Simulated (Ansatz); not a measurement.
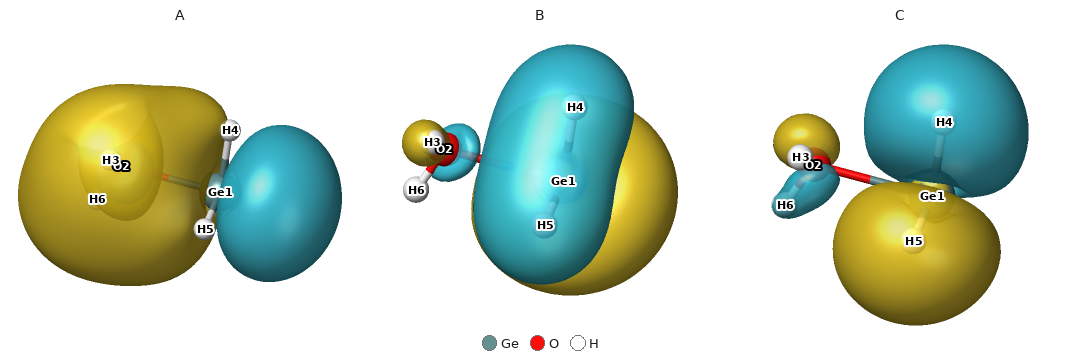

*GeH$_{4}$O. Three frontier orbitals at ±0.06 Å⁻³ᐟ² (yellow and cyan are the two phases), in no order.*

The product side of a reaction path; geometry: PBE0-D4/def2-TZVP.

Level of theory: RKS PBE0-D4/def2-TZVPP in Ansatz 0.2.0.

Input file:

```
crystal:
  periodic: [false, false, false]
  atoms:
    - {symbol: Ge, position_ang: [0.398543, 0.795368, -1.001591]}
    - {symbol: O, position_ang: [-0.650809, -0.855738, 0.066016]}
    - {symbol: H, position_ang: [-0.527013, -0.689806, 1.006336]}
    - {symbol: H, position_ang: [-0.502331, 1.756211, -0.103193]}
    - {symbol: H, position_ang: [1.499811, 0.687234, 0.160813]}
    - {symbol: H, position_ang: [-0.218301, -1.693369, -0.128379]}
basis:
  gaussian: {orbitals: def2-TZVPP}
hamiltonian: {xc: pbe0, dispersion: d4}
output: {orbitals: {seedname: orbitals}}
```

Launched as:

```sh
ansatz run in.yaml --threads 2 --pin off --events-out ev --progress --plain --max-ram 4352MiB
```

### Which picture is the HOMO−1, the HOMO and the LUMO?

C is the HOMO−1 (−8.01 eV). It lies mainly on Ge1 (about 45 %), H5 (about 25 %) and H4 (about 25 %). B is the HOMO (−5.98 eV). Its weight (Hirshfeld) is mainly on Ge1 (about 75 %), H5 (about 10 %) and H4 (about 10 %). A is the LUMO (−1.16 eV). By Hirshfeld shares it lies mainly on Ge1 (about 55 %), H6 (about 15 %), O2 (about 15 %) and H3 (about 10 %).

### What is the HOMO–LUMO gap?

4.82 eV between the orbital energies.
